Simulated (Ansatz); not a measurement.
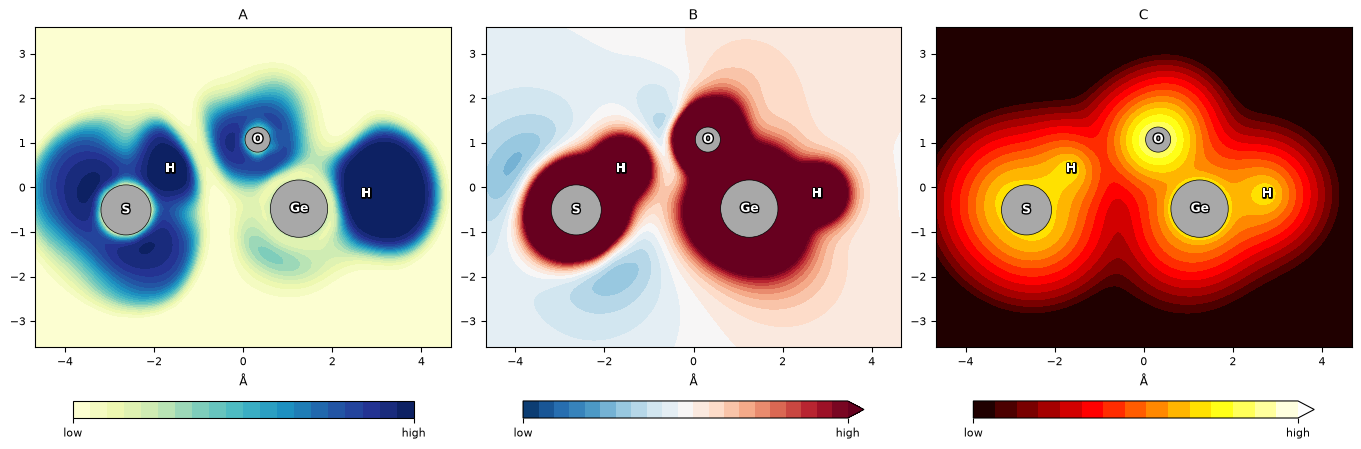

GeH4O···H2S: 3 fields on the plane of atoms H4, Ge1 and O5, with unlabelled colour scales. Grey discs cover the atomic cores.

All numbers below come from RKS B3LYP-D4/def2-SVP in Ansatz.

Match the panels to the quantities (electron density, electron localisation function and electrostatic potential).

Answer. Panel A: electron localisation function. Panel B: electrostatic potential (strongly positive close to the atoms, with negative regions outside electron-rich atoms). Panel C: electron density. From the grid: O5···H8 (2.06 Å): the density falls to about 0.16 e/Å³ on the way; the ELF dips to about 0.10 between them. Ge–O (1.81 Å): ρ is about 0.89 e/Å³ halfway; the ELF peaks at about 0.85 in the valence shell of O, 0.6 Å from its nucleus, and is about 0.30 at the midpoint.
